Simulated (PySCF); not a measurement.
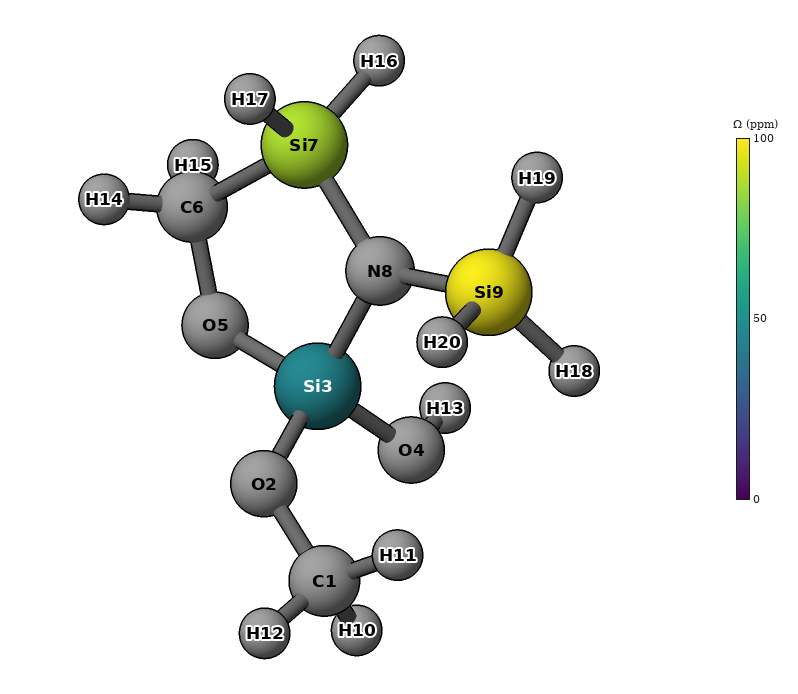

The Si atoms are coloured by the span of their shielding tensor. Computed geometry: GFN2-xTB optimisation. No frequency run is at hand to confirm it as a minimum. Properties computed with GIAO PBE0/pcSseg-1 NMR shielding, non-relativistic, gas phase (PySCF 2.14.0). Principal shieldings σ11 ≤ σ22 ≤ σ33, span Ω = σ33 − σ11, skew κ = 3(σiso − σ22)/Ω.

Which Si atom has the most anisotropic shielding?

Si9, with a span of 98 ppm.

Give the shielding tensors of the Si atoms.

```
atom    σ11    σ22    σ33   σiso     Ω      κ
 Si3  378.2  403.2  423.9  401.8  45.7  −0.09
 Si7  342.5  357.4  430.1  376.7  87.6   0.66
 Si9  368.2  392.2  465.9  408.8  97.8   0.51
```

Shieldings and span in ppm.

The geometry is semi-empirical. Around Si such bond lengths and angles can be off by a tenth of an ångström or more and by several degrees, and values that hang on the shape move with them.
